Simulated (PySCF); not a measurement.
Consider C3H6F2Si2 (SMILES C#C[SiH2]C[SiH](F)F).

Input file:

```
{"job": {"kind": "nmr", "xc": "PBE0", "basis": "pcSseg-1"}, "charge": 0, "multiplicity": 1}
C      2.808300    -0.332245     0.866435
C      1.918420     0.307430     0.371656
Si     0.554315     1.300115    -0.390147
C     -1.094718     0.526521     0.183731
Si    -1.359220    -1.250144    -0.366321
F     -2.870230    -1.708891    -0.082982
F     -1.306466    -1.320039    -1.965889
H      3.585946    -0.894121     1.299564
H      0.683314     1.252007    -1.848467
H      0.636726     2.679296     0.111449
H     -1.913715     1.139664    -0.197741
H     -1.152821     0.584688     1.270600
H     -0.494238    -2.283794     0.146639
```

Run with:

```sh
OMP_NUM_THREADS=1 python probes_run.py task.json out
```

Geometry: GFN2-xTB.

The calculation used PBE0/pcSseg-1, SCF density, gas phase, non-relativistic in PySCF.

What will maps of the electron density and electron localisation function show?

Answer. C–C (1.20 Å): the density is about 2.8 e/Å³ at the midpoint; the ELF peaks at about 0.85 between the atoms; a multiple bond.
C–Si (1.85 Å): ρ at the midpoint is about 0.92 e/Å³; the ELF peaks at about 0.95 between the atoms, as expected for a shared electron pair.
C–H (1.05 Å): ρ at the midpoint is about 2.1 e/Å³; the ELF climbs to about 1 towards the hydrogen, as it does in any bond to H; an ordinary covalent bond to hydrogen.
C–Si (1.91 Å): ρ at the midpoint is about 0.88 e/Å³; the ELF peaks at about 0.95 between the atoms, as expected for localised, covalent bonding.

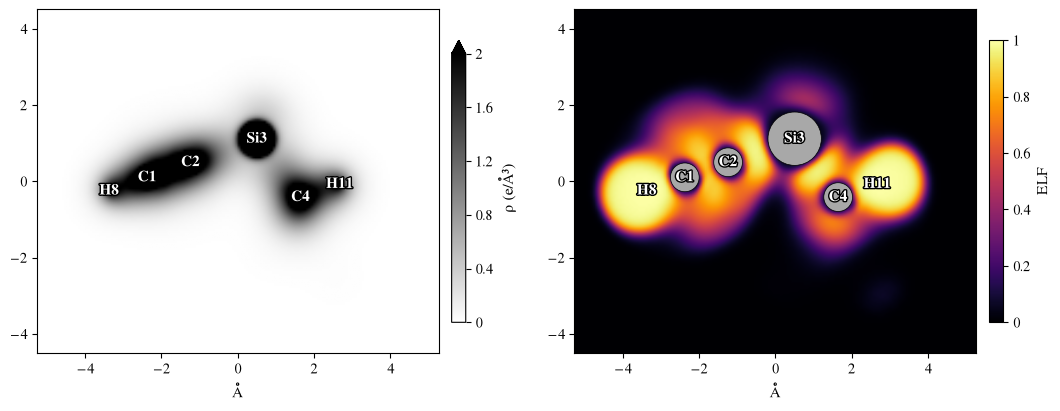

Computed electron density and electron localisation function on the plane of atoms C2, Si3 and C4, in this order. Grey discs cover the atomic cores in the ELF map. 
